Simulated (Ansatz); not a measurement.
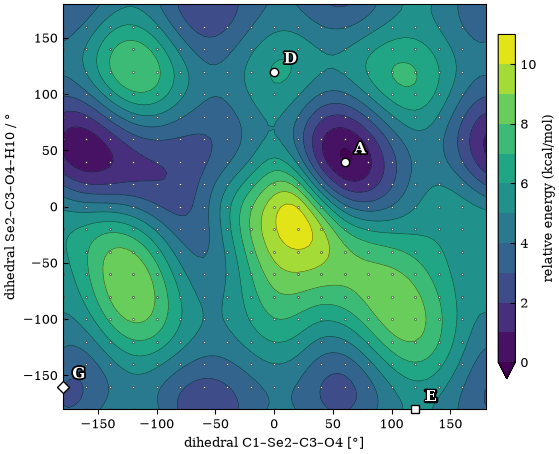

C₂H₅FOSe, SMILES C[Se]C(O)F. Coordinates scanned: (1) dihedral C1–Se2–C3–O4; (2) dihedral Se2–C3–O4–H10. Nothing is relaxed (all other coordinates rigid). The grid has 18 × 18 points. Points are written as (first, second). Energies: kcal/mol, counted from the lowest grid point. All numbers below come from Ansatz 0.2.0, RKS PBE0-D4/def2-SVP.

Drawn: filled contours, dots at the grid points, lettered points. Between grid points the surface is interpolated.

Question: Is G the lowest point of the computed grid?

Answer: No. G lies 3.0 kcal/mol above the lowest grid point, which is at (60°, 40°). It is a local minimum.

Question: Rank the lettered points by energy, lowest first.

Answer: A (0.0 kcal/mol), G (3.0 kcal/mol), E (5.2 kcal/mol), D (6.1 kcal/mol).
